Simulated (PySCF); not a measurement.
# C2H5F: the cost of one run

Programs: PySCF 2.14.0, with density-fitted response routines of our own. Each step states its level of theory. These are calculated values for one molecule in the gas phase, unless marked as measured. Atoms are numbered from 0 throughout.

## Step 1: The starting structure

8 atoms, charge 0, multiplicity 1; geometry from: GFN2-xTB. The atoms were then displaced at random by about 0.01 Å, so the start is not that level's minimum.

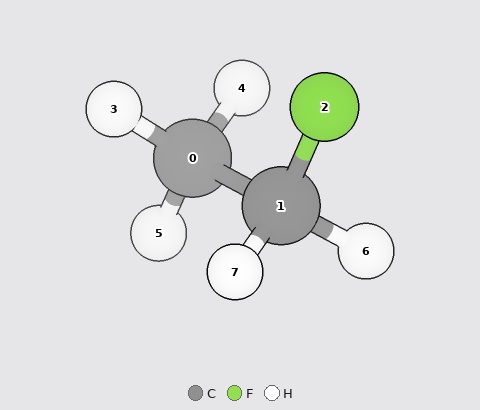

The starting geometry (carbon grey, fluorine green, hydrogen white), atoms numbered.

## Step 2: Relaxing the molecule at PBE0-D3(BJ)/def2-SVP

Job settings and geometry (Å):

```
{"job": {"xc": "PBE0", "basis": "def2-SVP", "d3": "d3bj", "grid": 1, "shake": 0.01, "kind": "geom"}, "charge": 0, "multiplicity": 1}
C     -0.758390    -0.038260    -0.045780
C      0.730010    -0.066000     0.013460
F      1.213050     1.142970     0.440770
H     -1.156740     0.203920     0.929930
H     -1.101890     0.758750    -0.748900
H     -1.162240    -0.965620    -0.396050
H      1.188440    -0.245160    -0.968710
H      1.102900    -0.809750     0.722810
```

Launch:

```console
> OMP_NUM_THREADS=1 python probes_run.py task.json out
```

One launch serves the whole session: the jobs run in the order shown.

Q: Estimate the wall time and peak memory of this first job on 1 thread of Arm Neoverse V1, shared host.

About 4.4 s, with a peak of 0.3 GiB.
